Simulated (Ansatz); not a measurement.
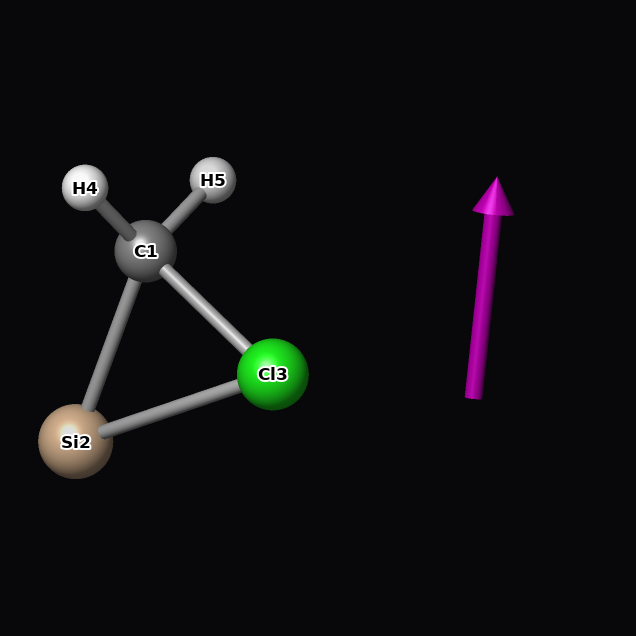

The arrow beside the molecule shows the direction of the dipole moment, from the negative to the positive end (its length means nothing). State: neutral, doublet. The computed structure is the end point of a PBE0-D4/def2-TZVP optimisation. No frequency run is at hand to confirm it as a minimum. Method: UKS PBE0-D4/def2-TZVP (Ansatz 0.2.0).

Question: How large is the dipole moment?

Answer: 1.90 D; it points from the side of Si2 to the side of H4, H5 (the outermost atoms at the two ends).
